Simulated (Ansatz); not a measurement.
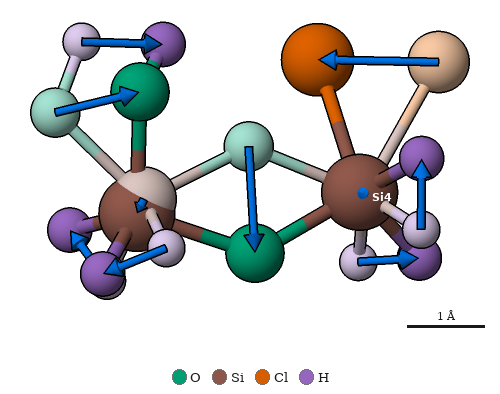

This is a relaxation of Si2H5O2Cl (coarse preliminary run). The starting structure is drawn faded, the final one solid; blue arrows show the displacements, at their true length. The two geometries are superimposed by the best rigid fit.

A ball-and-stick model, seen at a tilt.

The start comes from a force field.

These are results of Ansatz, RKS PBE-D4/def2-SVP, not measurements. (force threshold 0.03 eV/Å; at most 200 steps)

### What happened in the run?

The largest move after the best rigid fit is that of the Cl atom, 1.61 Å. Largest moves by element: Cl 1.61 Å, O 1.42 Å, H 1.08 Å, Si 0.21 Å. Among the contacts that change: H–Si 1.421 → 1.496 Å, H–O 1.039 → 0.977 Å, O–Si 1.696 → 1.659 Å, O–Si 1.663 → 1.694 Å. Among the angles between lasting bonds that change: O–Si–Cl 101.2° → 108.8°, H–Si–H 116.7° → 112.1°, H–Si–H 108.0° → 112.1°. Groups turn about O–Si by about 160°, O–Si by about 150°, O–Si by about 60°. The energy falls by 0.450 eV in 32 accepted moves (37 points after the start). Largest force component: 3.1 eV/Å at the start, 0.029 eV/Å at the end. The line search rejected the trial steps at points 3, 11, 15, 30, 31 of the run. The forces were under the threshold at step 26, but the run went on from there. The run took roughly 2.4 core-minutes on a shared host.
